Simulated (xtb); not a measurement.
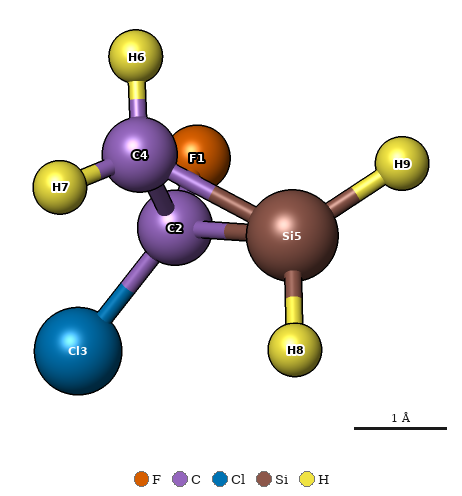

*The starting structure (ball-and-stick view, seen at a tilt; atoms are numbered from 1 in the order of the input).*

Bond lengths as drawn: C–C 1.52 Å, C–Cl 1.77 Å, C–F 1.37 Å, C–H 1.08 Å, C–Si 1.89 to 1.91 Å and H–Si 1.45 Å.

**Geometry relaxation of C2H4ClFSi (part 1 of 5)**

System: C2H4ClFSi, multiplicity 3, SMILES FC1(Cl)C[SiH2]1.
Method: GFN0-xTB (xtb 6.7.1).

The starting geometry was optimised with GFN2-xTB.

## Input file (in.coord)
```
$coord angs
     1.4910400     0.0721100     1.3423400  F
     0.7484600    -0.3671300     0.2820500  C
     1.6307700    -1.6557800    -0.5470900  Cl
     0.1766500     0.7429600    -0.5905500  C
    -1.1545100    -0.2508200     0.3180700  Si
     0.4410600     1.7406300    -0.2629900  H
     0.3252700     0.6214900    -1.6541400  H
    -1.8523800    -1.2787400    -0.4243200  H
    -1.7178600     0.3289900     1.5195300  H
$end
```

Run as:
```bash
xtb --chrg 0 -u 2 --ohess vtight --norestart --json --gfn 0 --parallel 1 -- in.coord > out.txt 2> xtb.err
```

## Log
```
* xtb version 6.7.1
   ID    Z sym.   atoms
    1    9 F      1
    2    6 C      2, 4
    3   17 Cl     3
    4   14 Si     5
    5    1 H      6-9

           -------------------------------------------------
          |                Calculation Setup                |
           -------------------------------------------------

          program call               : xtb --chrg 0 -u 2 --ohess vtight --norestart --json --gfn 0 --parallel 1 -- in.coord
          coordinate file            : in.coord
          omp threads                :                     1

           -------------------------------------------------
          |                 G F N 0 - x T B                 |
           -------------------------------------------------

      * Hamiltonian:
        H0-scaling (s, p, d)           2.000000    2.486800    2.270000
        zeta-weighting                 1.000000
      * Dispersion:
        s8                             2.850000
        a1                             0.800000
        a2                             4.600000
        s9                             0.000000
      * Repulsion:
        kExp                           1.500000
        rExp                           1.000000
      * Coulomb:
        alpha                          0.000000
        third order                    atomic
        anisotropic                    false
      * Polar bond correction:
        rad-shift                      0.053700
        strength                      -0.012900
        en-exp                         3.484700
        en-scale                       0.509700

          ...................................................
          :                      SETUP                      :
          :.................................................:
          :  # basis functions                  40          :
          :  # atomic orbitals                  38          :
          :  # shells                           20          :
          :  # electrons                        30          :
          :  electronic temp.          300.0000000     K    :
          :  accuracy                    1.0000000          :
          :  -> integral cutoff          0.2500000E+02      :
          :  -> integral neglect         0.1000000E-07      :
          ...................................................
  Checking positiv definite overlap ...  done.

         #    Occupation            Energy/Eh            Energy/eV
      -------------------------------------------------------------
         1        2.0000           -0.9715124             -26.4362
       ...           ...                  ...                  ...
        10        2.0000           -0.4769775             -12.9792
        11        2.0000           -0.4498995             -12.2424
        12        2.0000           -0.4440383             -12.0829
        13        2.0000           -0.4362963             -11.8722
        14        2.0000           -0.4205476             -11.4437
        15        1.0000           -0.3753670             -10.2143
        16        1.0000           -0.2559031              -6.9635 (HOMO)
        17                         -0.2226625              -6.0590 (LUMO)
        18                         -0.2093254              -5.6960
        19                         -0.1871570              -5.0928
        20                         -0.1586650              -4.3175
        21                         -0.1331103              -3.6221
       ...                                ...                  ...
        38                          0.8758881              23.8341
      -------------------------------------------------------------
                  HL-Gap            0.0332406 Eh            0.9045 eV
             Fermi-level            0.0000000 Eh            0.0000 eV

 EHT (total)                   0 d,  0 h,  0 min,  0.002 sec
 EHT setup                      ...        0 min,  0.000 sec (  1.966%)
 Coordination number            ...        0 min,  0.000 sec (  0.830%)
 EEQ model density              ...        0 min,  0.000 sec (  0.956%)
 D4 Dispersion                  ...        0 min,  0.000 sec (  3.435%)
 Integral evaluation            ...        0 min,  0.001 sec ( 24.756%)
 Cholesky factorization         ...        0 min,  0.000 sec (  1.801%)
 Zeroth order Hamiltonian       ...        0 min,  0.000 sec ( 15.798%)
 Gradient calculation           ...        0 min,  0.001 sec ( 42.421%)

         :::::::::::::::::::::::::::::::::::::::::::::::::::::
         ::                     SUMMARY                     ::
         :::::::::::::::::::::::::::::::::::::::::::::::::::::
         :: total energy             -16.226541953574 Eh    ::
         :: gradient norm              0.105401160303 Eh/a0 ::
         :: HOMO-LUMO gap              0.904522125159 eV    ::
         ::.................................................::
         :: H0 energy                -16.253891012640 Eh    ::
         :: repulsion energy           0.118317646870 Eh    ::
         :: electrostat energy        -0.075863317127 Eh    ::
         :: -> Gsolv                   0.000000000000 Eh    ::
         ::    -> Gsasa                0.000000000000 Eh    ::
         ::    -> Gshift               0.000000000000 Eh    ::
         :: dispersion energy         -0.002403363113 Eh    ::
         :: short-range corr.         -0.012701907564 Eh    ::
         :: add. restraining           0.000000000000 Eh    ::
         :: total charge               0.000000000000 e     ::
         :::::::::::::::::::::::::::::::::::::::::::::::::::::

      -----------------------------------------------------------
     |                   =====================                   |
     |                        A N C O P T                        |
     |                   =====================                   |
     |               Approximate Normal Coordinate               |
     |                Rational Function Optimizer                |
      -----------------------------------------------------------

          ...................................................
          :                      SETUP                      :
          :.................................................:
          :   optimization level         verytight          :
          :   max. optcycles                   200          :
          :   ANC micro-cycles                  20          :
          :   degrees of freedom                21          :
          :.................................................:
          :   RF solver                   davidson          :
          :   write xtbopt.log                true          :
          :   linear?                        false          :
          :   energy convergence         0.1000000E-06 Eh   :
          :   grad. convergence          0.2000000E-03 Eh/α :
          :   maximum RF displ.          1.0000000          :
          :   Hlow (freq-cutoff)         0.1000000E-01      :
          :   Hmax (freq-cutoff)         5.0000000          :
          :   S6 in model hess.         20.0000000          :
          ...................................................

generating ANC from exact Hessian ...
Using Lindh-Hessian (1995)
 Shifting diagonal of input Hessian by    2.4042015037981333E-003
 Lowest  eigenvalues of input Hessian
    0.000000    0.000000    0.000000    0.000000    0.000000    0.000000
    0.010000    0.013772    0.018423    0.025386    0.031363    0.035384
    0.046470    0.067781    0.097745    0.116290    0.135362    0.169642
 Highest eigenvalues
    0.707838    0.762744    1.012468    1.149515    1.354404    1.528876

........................................................................
.............................. CYCLE    1 ..............................
........................................................................
     Diagonalization            ...        0 min,  0.000 sec
 * total energy  :   -16.2265420 Eh     change        0.0000000E+00 Eh
   gradient norm :     0.1054012 Eh/α   predicted     0.0000000E+00 (   0.00%)
   displ. norm   :     0.3454547 α      lambda       -0.1967389E-01
   maximum displ.:     0.1499077 α      in ANC's #3, #9, #2, ...

........................................................................
.............................. CYCLE    2 ..............................
........................................................................
     Diagonalization            ...        0 min,  0.000 sec
 * total energy  :   -16.2434149 Eh     change       -0.1687296E-01 Eh
   gradient norm :     0.0646373 Eh/α   predicted    -0.1101088E-01 ( -34.74%)
   displ. norm   :     0.6523800 α      lambda       -0.2827289E-01
   maximum displ.:     0.3566257 α      in ANC's #9, #2, #3, ...

........................................................................
.............................. CYCLE    3 ..............................
........................................................................
     Diagonalization            ...        0 min,  0.000 sec
 * total energy  :   -16.2584082 Eh     change       -0.1499331E-01 Eh
   gradient norm :     0.0494387 Eh/α   predicted    -0.2015292E-01 (  34.41%)
   displ. norm   :     0.4259304 α      lambda       -0.1090130E-01
   maximum displ.:     0.3066500 α      in ANC's #2, #14, #17, ...

........................................................................
.............................. CYCLE    4 ..............................
........................................................................
     Diagonalization            ...        0 min,  0.000 sec
 * total energy  :   -16.2671038 Eh     change       -0.8695604E-02 Eh
   gradient norm :     0.0418380 Eh/α   predicted    -0.6439491E-02 ( -25.95%)
   displ. norm   :     0.5337112 α      lambda       -0.1284090E-01
   maximum displ.:     0.3020340 α      in ANC's #14, #2, #9, ...

........................................................................
.............................. CYCLE    5 ..............................
........................................................................
     Diagonalization            ...        0 min,  0.000 sec
 * total energy  :   -16.2751739 Eh     change       -0.8070103E-02 Eh
   gradient norm :     0.0344257 Eh/α   predicted    -0.8249283E-02 (   2.22%)
   displ. norm   :     0.2717177 α      lambda       -0.3412322E-02
   maximum displ.:     0.1444874 α      in ANC's #1, #14, #9, ...

........................................................................
.............................. CYCLE    6 ..............................
........................................................................
     Diagonalization            ...        0 min,  0.000 sec
 * total energy  :   -16.2767037 Eh     change       -0.1529822E-02 Eh
   gradient norm :     0.0252106 Eh/α   predicted    -0.1832129E-02 (  19.76%)
   displ. norm   :     0.2558006 α      lambda       -0.1951902E-02
   maximum displ.:     0.2002017 α      in ANC's #1, #3, #5, ...

........................................................................
.............................. CYCLE    7 ..............................
........................................................................
     Diagonalization            ...        0 min,  0.000 sec
 * total energy  :   -16.2772354 Eh     change       -0.5316555E-03 Eh
   gradient norm :     0.0191475 Eh/α   predicted    -0.1039812E-02 (  95.58%)
   displ. norm   :     0.1794484 α      lambda       -0.1603392E-02
   maximum displ.:     0.1069814 α      in ANC's #2, #5, #1, ...

........................................................................
.............................. CYCLE    8 ..............................
........................................................................
     Diagonalization            ...        0 min,  0.000 sec
 * total energy  :   -16.2781240 Eh     change       -0.8886059E-03 Eh
   gradient norm :     0.0113570 Eh/α   predicted    -0.8275119E-03 (  -6.88%)
   displ. norm   :     0.1174674 α      lambda       -0.5149601E-03
   maximum displ.:     0.0888166 α      in ANC's #2, #1, #6, ...

........................................................................
.............................. CYCLE    9 ..............................
........................................................................
     Diagonalization            ...        0 min,  0.000 sec
 * total energy  :   -16.2784916 Eh     change       -0.3675997E-03 Eh
   gradient norm :     0.0068219 Eh/α   predicted    -0.2610333E-03 ( -28.99%)
   displ. norm   :     0.2392373 α      lambda       -0.5387249E-03
   maximum displ.:     0.2073396 α      in ANC's #2, #9, #5, ...
```
